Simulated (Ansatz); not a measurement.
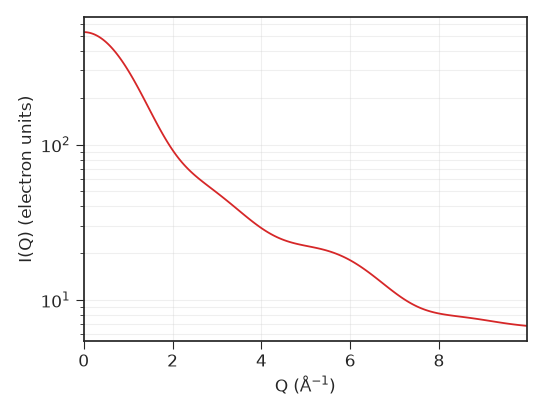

Elastic X-ray scattering of a randomly oriented, rigid molecule, calculated with the Debye equation from neutral-atom form factors (independent atoms, no Compton part, no vibration). The geometry is the end point of an optimisation (UKS revPBE-D4/def2-SVP in Ansatz 0.2.0); it may be a saddle point or a higher isomer. It contains C, F, H.

Question: How many electrons does the independent-atom model of the molecule hold?

Answer: I(0) is the square of the electron number: I(0) = 529, so about 23 electrons, the count of C2H2F.

Question: What radius of gyration does the initial fall-off give?

Answer: From I(Q) ≈ I(0) exp(−Q²R²/3) at small Q, R ≈ 1.34 Å. It is larger than the electron-weighted radius of the nuclear positions alone (1.12 Å), because each atom's electron cloud adds to it.
